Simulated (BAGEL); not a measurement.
**CASPT2(10,8)/6-31G(d) (density fitting with qzvpp-jkfit, spherical functions) run of NO+ (nitrosonium)**

What is the energy change on altering one bond length of NO+ (nitrosonium) at CASPT2(10,8)/6-31G* (density fitting with qzvpp-jkfit, spherical functions)? 

Program for the calculation: BAGEL 1.2.2.

2 further runs of the same task are left out: 2 set aside as unsound or not needed. Runs told in other sessions of the task aren't counted.

**1. The structure to begin with**

NO+: 2 atoms, total charge +1, spin state singlet. As SMILES, `N#[O+]`. Geometry: the measured bond length.

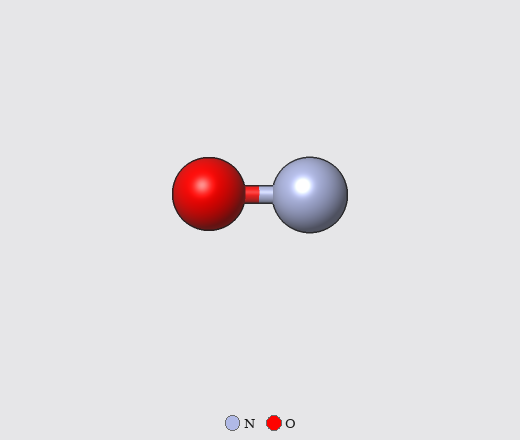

The structure, seen from a chosen angle (nitrogen light blue, oxygen red).

**2. A single-point energy at CASPT2(10,8)/6-31G(d) (density fitting with qzvpp-jkfit, spherical functions)**

The input, input.json:

```json
{ "bagel": [

{
  "title": "molecule",
  "basis": "6-31gs.json",
  "df_basis": "qzvpp-jkfit",
  "angstrom": "true",
  "geometry": [
    { "atom": "N", "xyz": [       0.000000,       0.000000,       0.000000 ] },
    { "atom": "O", "xyz": [       0.000000,       0.000000,       1.063220 ] }
  ]
},

{
  "title": "hf",
  "charge": 1
},

{
  "title": "casscf",
  "nstate": 1,
  "nact": 8,
  "nclosed": 2,
  "charge": 1,
  "maxiter": 200,
  "natocc": "true"
},

{
  "title": "print",
  "file": "orbitals.molden",
  "orbitals": "true"
},

{
  "title": "smith",
  "method": "caspt2",
  "ms": "true",
  "xms": "true",
  "sssr": "true",
  "shift": 0.0,
  "ncore": 2
}

]}
```

The basis set 6-31G* is read from a file made from the Basis Set Exchange's data (not shown).

The run is started by

```console
BAGEL_NUM_THREADS=1 BAGEL input.json > input.out
```

Standard output:

```text
* using 1 threads per process

  ===============================================================
  ===============================================================

  *** Geometry ***

  { "atom" : "N", "xyz" : [      0.000000,      0.000000,      0.000000 ] },
  { "atom" : "O", "xyz" : [      0.000000,      0.000000,      2.009195 ] },

  Number of auxiliary basis functions:      154

  Since a DF basis is specified, we compute 2- and 3-index integrals:
    o Being stored without compression. Storage requirement is 0.001 GB

  Number of basis functions:       28
  Number of electrons      :       15

    * METHOD: MOLECULE                             0.04

  *** RHF ***

  === Nuclear Repulsion ===
    27.8718645224

      * DIIS with orbital gradients will be used.

[... 6 lines left out ...]
    * SCF iteration converged.
[... 1 line left out ...]
    * Permanent dipole moment:
[... 22 lines left out ...]
    * Second-order optimization converged. *
[... 11 lines left out ...]
     * ci vector, state   0, <S^2> = -0.0000
[... 10 lines left out ...]
    * METHOD: CASSCF                               0.90

    * METHOD: PRINT                                0.00

  === SMITH program ===

    * freezing 2 orbitals

    * Approximate memory requirement for SMITH calulation per MPI process:
      o Storage requirement for T-amplitude, lambda, and residual is 0.00 GB
      o Storage requirement for MO integrals is 0.00 GB
    * Calculating and saving rdm4f

    * Zeroth order energy : state  0      -13.6569033152

    * CASPT2 iteration is performed using redundant basis

      ---- iteration ----

        0    -0.14296839     0.01076883      0.20
        1    -0.14369631     0.00073995      0.21
        2    -0.14370167     0.00006068      0.20
        3    -0.14370170     0.00000577      0.21
        4    -0.14370170     0.00000045      0.21

      -------------------

    * CASPT2 energy : state  0     -129.2270537456
        reference weight              0.9664524721

    * METHOD: SMITH                                2.55

  ===============================================================
```

Run time: 3.9 s. Hardware: 1 thread of Intel Xeon Platinum 8259CL at 2.50GHz (Skylake/Cascade Lake), shared host; peak memory 0.21 GiB.

**3. The distorted shape, same level**

The input, input.json:

```json
{ "bagel": [

{
  "title": "molecule",
  "basis": "6-31gs.json",
  "df_basis": "qzvpp-jkfit",
  "angstrom": true,
  "geometry": [
    { "atom": "N", "xyz": [    0.000000,    0.000000,   -0.159480 ] },
    { "atom": "O", "xyz": [    0.000000,    0.000000,    1.063220 ] }
  ]
},
{
  "title": "hf",
  "charge": 1
},
{
  "title": "casscf",
  "nstate": 1,
  "nact": 8,
  "nclosed": 2,
  "charge": 1,
  "maxiter": 200,
  "natocc": true
},
{
  "title": "print",
  "file": "orbitals.molden",
  "orbitals": true
},
{
  "title": "smith",
  "method": "caspt2",
  "ms": true,
  "xms": true,
  "sssr": true,
  "shift": 0.0,
  "ncore": 2
}

]}
```

The basis set 6-31G* is read from a file made from the Basis Set Exchange's data (not shown).

The run is started by

```console
BAGEL_NUM_THREADS=1 BAGEL input.json > input.out
```

Standard output:

```text
* using 1 threads per process

  ===============================================================
  ===============================================================

  *** Geometry ***

  { "atom" : "N", "xyz" : [      0.000000,      0.000000,     -0.301374 ] },
  { "atom" : "O", "xyz" : [      0.000000,      0.000000,      2.009195 ] },

  Number of auxiliary basis functions:      154

  Since a DF basis is specified, we compute 2- and 3-index integrals:
    o Being stored without compression. Storage requirement is 0.001 GB

  Number of basis functions:       28
  Number of electrons      :       15

    * METHOD: MOLECULE                             0.04

  *** RHF ***

  === Nuclear Repulsion ===
    24.2364633986

      * DIIS with orbital gradients will be used.

[... 6 lines left out ...]
    * SCF iteration converged.
[... 1 line left out ...]
    * Permanent dipole moment:
[... 22 lines left out ...]
    * Second-order optimization converged. *
[... 11 lines left out ...]
     * ci vector, state   0, <S^2> = -0.0000
[... 15 lines left out ...]
    * METHOD: CASSCF                               0.98

    * METHOD: PRINT                                0.00

  === SMITH program ===

    * freezing 2 orbitals

    * Approximate memory requirement for SMITH calulation per MPI process:
      o Storage requirement for T-amplitude, lambda, and residual is 0.00 GB
      o Storage requirement for MO integrals is 0.00 GB
    * Calculating and saving rdm4f

    * Zeroth order energy : state  0      -12.8080426976

    * CASPT2 iteration is performed using redundant basis

      ---- iteration ----

        0    -0.15014318     0.00956832      0.24
        1    -0.15076782     0.00056996      0.24
        2    -0.15077131     0.00004368      0.24
        3    -0.15077134     0.00000402      0.23
        4    -0.15077134     0.00000027      0.24

      -------------------

    * CASPT2 energy : state  0     -129.1955904740
        reference weight              0.9629666183

    * METHOD: SMITH                                2.78

  ===============================================================
```

Run time: 4.5 s. Hardware: 1 thread of Intel Xeon Platinum 8259CL at 2.50GHz (Skylake/Cascade Lake), shared host; peak memory 0.22 GiB.

**4. Results**

At CASPT2(10,8)/6-31G* (density fitting with qzvpp-jkfit, spherical functions), 2 core orbitals frozen:

| quantity | value |
| --- | --- |
| first shape: total energy | -129.22705 Eh |
| distorted shape: total energy | -129.19559 Eh |
| energy change with the N1–O2 bond stretched from 1.063 to 1.223 Å | 0.856 eV |

What this shows: With the N1–O2 bond stretched from 1.063 to 1.223 Å the energy rises by 0.86 eV (82.6 kJ/mol). The first shape isn't relaxed at this level, so the change isn't measured from a minimum.
